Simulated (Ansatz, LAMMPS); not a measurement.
# An extra electron or hole in amorphous 32Ga2O3-68GeO2 (mol %) (69 atoms): runs compared

Does an extra electron or hole in amorphous 32Ga2O3-68GeO2 (mol %) (69 atoms) stay spread out, or do the atoms trap it?

Computed with Ansatz 0.2.0: Kohn-Sham DFT, RPBE, PAW (set soft_1), plane waves.

**1. The cell as built**

The cell holds 69 atoms: 12 Ga, 13 Ge and 44 O. Cell: a = 9.383 Å, b = 9.383 Å, c = 9.383 Å, α = 90.0°, β = 90.0°, γ = 90.0°. 69 atoms (12 Fe, 13 Ge, 44 O) placed at random at 4.74 g/cm³, melted at 5000 K for 10 ps at fixed volume with the Morse and Coulomb pair potential with partial charges (Pedone, Malavasi, Menziani, Cormack and Segre, J. Phys. Chem. B 110, 11780 (2006)). Quenched from 5000 K to 300 K at 20 K/ps and fixed volume, held 5 ps, then minimised at fixed cell. Then Fe was replaced by Ga and the cell scaled by 1.006 (the potential has no terms for the new elements, so the cell is a start for a DFT relaxation).

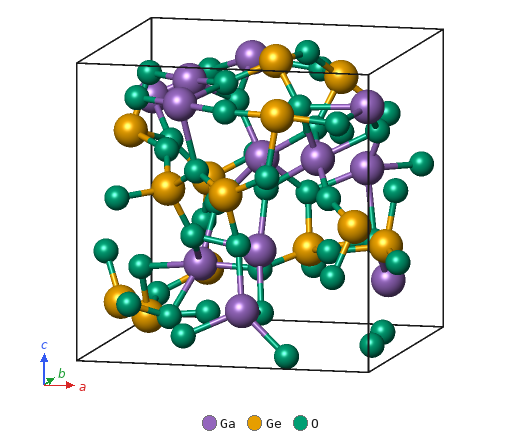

The cell as built. Bonds to atoms that aren't drawn are left out. Some periodic images of atoms are drawn too.

What the set-up can't give: The quench rate of 20 K/ps is orders of magnitude faster than experiment, which tends to freeze in extra defects. The network of bonds at the start is that of the classical potential that made the cell, and needn't be the one that DFT or experiment would give. Sampling is at Γ alone, for a cell whose shortest periodic width is 9 Å.

**2. The reference run**

The reference is a single point at the end of the relaxation.

The charged cells start from the geometry of this run, on a uniform background, with spin and a narrow Fermi–Dirac smearing.

Its input, with most atom lines left out:

```yaml
crystal:
  lattice:
    - [9.38326, 0.0, 0.0]
    - [0.0, 9.38326, 0.0]
    - [0.0, 0.0, 9.38326]
  atoms:
    - { symbol: Ga, position: [0.28597, 0.14483, 0.81646] }
    - { symbol: Ga, position: [0.93291, 0.26446, 0.87095] }
    - { symbol: Ga, position: [0.81873, 0.7795, 0.52485] }
    - { symbol: Ga, position: [0.50556, 0.61851, 0.60707] }
    - { symbol: Ga, position: [0.72382, 0.38786, 0.6516] }
    - { symbol: Ga, position: [0.28045, 0.55452, 0.26812] }
    - { symbol: Ga, position: [0.0007, 0.93369, 0.73171] }
    [... atom lines 8 to 69 left out ...]
kpoints:
  mp_grid: { grid: [1, 1, 1] }
hamiltonian:
  xc: rpbe
  pseudopotentials: { kind: paw, azcp: { folder: soft_1 } }
scf:
  occupations: { method: gaussian, width: 0.025 }
output:
  forces: true
  stress: true
  populations: true
  dos:
    method: { smearing: { sigma: 0.08 } }
    de: 0.1
    projected: { site_lists: { Ga: [Ga], Ge: [Ge], O: [O] } }
  eigenvalues: true
  write_density: true
  write_potential: true
  volumetric_format: npy
```

| Property | Result |
| --- | --- |
| free energy per atom | -1832.0731 eV/atom |
| r.m.s. force component | 0.00865 eV/Å |
| pressure | 0.7765 GPa |

Filled and empty levels are parted by 1.37 eV (at Γ alone); a semilocal functional tends to put such gaps too low. In a disordered cell it changes from sample to sample, and tail or defect levels can set it.

**3. The runs**

Each row is one run, on 4 threads of Arm Neoverse V1, shared host. The free energy is the program's total, comparable only between runs with the same functional, potentials and atoms; between charge states it hangs on the program's zero of potential.

| run | atoms | outcome | ionic steps, all passes | free energy (eV) | time | host memory (GiB) |
| --- | --- | --- | --- | --- | --- | --- |
| Single point at the start | 69 | converged | - | -126407.395 | 12 s | 1.2 |
| Relaxation | 69 | converged | 12 | -126413.044 | 95 s | 1.2 |
| Single point at the relaxed geometry | 69 | converged | - | -126413.044 | 18 s | 1.2 |
| An extra electron, atoms held | 69 | converged | - | -126405.045 | 34 s | 1.8 |
| An extra electron, atoms relaxed | 69 | converged | 3 | -126405.061 | 52 s | 1.8 |
| An extra electron, levels at the relaxed geometry | 69 | converged | - | -126405.061 | 33 s | 1.8 |
| Neutral at the geometry of the electron | 69 | converged | - | -126413.030 | 16 s | 1.2 |
| An extra hole, atoms held | 69 | converged | - | -126419.541 | 52 s | 1.8 |
| An extra hole, atoms relaxed | 69 | converged | 8 | -126419.661 | 3.3 min | 1.8 |
| An extra hole, levels at the relaxed geometry | 69 | converged | - | -126419.661 | 50 s | 1.9 |
| Neutral at the geometry of the hole | 69 | converged | - | -126412.838 | 17 s | 1.2 |

Local excerpt of 12 atoms (numbers count through the whole input) about O58, which holds the most spin of the extra hole after relaxation; x, y, z are measured from there.

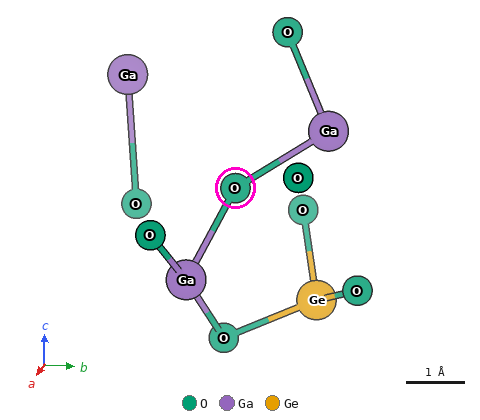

The atoms of the table, within 3.0 Å (arrows a, b, c point along x, y, z); some may hide others; the central atom is ringed.

| atom | x | y | z | distance (Å) | Löwdin charge (e) | moment (μB) |
| --- | --- | --- | --- | --- | --- | --- |
| O58 | 0.00 | 0.00 | 0.00 | 0.00 | -0.56 | 0.32 |
| Ga4 | 1.13 | -0.63 | -1.38 | 1.89 | 1.10 | 0.00 |
| Ga12 | -0.27 | 1.55 | 1.07 | 1.90 | 1.12 | 0.00 |
| O44 | 0.11 | 2.20 | -1.64 | 2.75 | -0.67 | 0.00 |
| O36 | -2.46 | 0.78 | -1.02 | 2.77 | -0.64 | 0.07 |
| O28 | 2.64 | -1.02 | -0.18 | 2.83 | -0.66 | 0.07 |
| O43 | -1.05 | 0.66 | 2.56 | 2.84 | -0.65 | 0.07 |
| Ge18 | -1.27 | 1.26 | -2.27 | 2.89 | 1.50 | 0.00 |
| O53 | -0.51 | -0.22 | -2.85 | 2.90 | -0.67 | 0.00 |
| O48 | 2.35 | 1.49 | 0.96 | 2.94 | -0.66 | 0.03 |
| Ga9 | -1.34 | -2.17 | 1.49 | 2.96 | 1.11 | 0.00 |
| O61 | -1.91 | -2.05 | -0.98 | 2.97 | -0.65 | 0.00 |

**4. Energies and spread of the extra charge**

Energies are differences within one cell and functional; the shift is the gain plus the neutral cell's energy at the new geometry, that is how much cheaper the vertical process becomes there. The spread is the participation number of the site moments (1/Σw², over the spin inside atomic spheres), with the atom that holds the largest share and the spin that the spheres hold in all.

| carrier | charged less neutral, atoms held (eV) | gain on relaxing (eV) | neutral cell at that geometry, less the reference (eV) | shift of the vertical energy (eV) | spread, atoms held | spread, relaxed |
| --- | --- | --- | --- | --- | --- | --- |
| electron | 7.999 | 0.016 | 0.014 | 0.030 | 58; O59 4 % of 0.37 μB | 58; O59 4 % of 0.38 μB |
| hole | -6.498 | 0.120 | 0.206 | 0.326 | 14; O58 16 % of 0.88 μB | 6; O58 36 % of 0.89 μB |

**5. What came out**

The extra electron gains 0.016 eV as the atoms relax, and its spin stays on about 58 atoms: it stays spread out at this level. The cell with the electron ends on a moment of 0.90 μB, short of the 1 μB of one unpaired electron, so the spin density holds only part of the carrier. With the atoms held, the spheres hold only 0.37 of the 0.90 μB, so the spread is read from a small part of the spin. The extra hole gains 0.12 eV as the atoms relax, and its spin goes from about 14 to 6 atoms: a partial localisation as the atoms move, with the largest share on O58. The O58–O36 distance goes from 2.86 to 2.77 Å. The hole is shared among 2 partly filled levels, as near-degenerate levels under the smearing give, and as self-interaction favours. Adding the two vertical energies gives 1.50 eV, against a gap of 1.37 eV in the neutral cell. The zero of the potential cancels in this sum; the excess isn't taken apart here: charging of a small cell, filling of bands on a coarse mesh and the attraction to the background can all enter.

**Limits.** Single energies of charged cells hang on the program's zero of potential. In the spin-polarised runs the search for a state of lower energy was switched off. No distortion was seeded, so a trapped state behind a barrier can't be found. Local and semilocal functionals favour spread-out charges, so trapping can be missed. Charged cells carry a uniform background, with no correction for images.

The DFT runs together took 9.6 min of wall time.

[Logs are printed without paths, hosts, clocks, repeated set-up lines and the standing remarks that a program may print on its own settings, such as how far it seeks lower states.]

[Hosts, paths, dates, database ids (printed as entryN), source tags and the programs' standing remarks are cut or masked in the printed files.]
